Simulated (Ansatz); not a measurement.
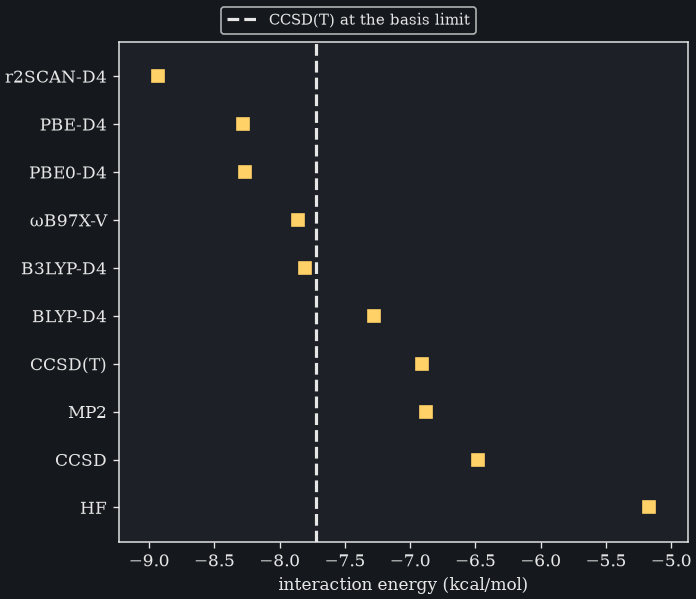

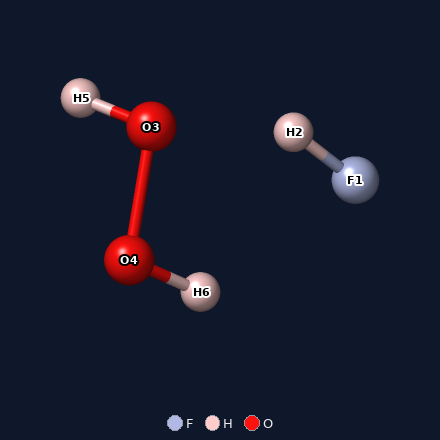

Counterpoise interaction energy of the pair FH and H₂O₂ (SMILES F.OO) at one optimised PBE0-D4 geometry, drawn, with the closest contact H2···O3 1.70 Å (H···H pairs aside; other arrangements can bind more strongly; the cost of deforming the partners isn't counted), def2-TZVPPD, the Ansatz code 0.2.0; cores frozen in correlated methods. The line takes HF and MP2 limits from def2-TZVPPD and QZVPPD, and the coupled-cluster step in TZVPPD. The distance of CCSD(T), MP2 and CCSD to the limit includes basis error.

> Which level comes closest to the line (CCSD(T) at the basis limit), and which misses most?

Closest B3LYP-D4 (−7.81 kcal/mol), against −7.72 kcal/mol; farthest HF (−5.17 kcal/mol).

> What range do the values span, the line included?

From −8.93 kcal/mol (r2SCAN-D4) to −5.17 kcal/mol (HF).
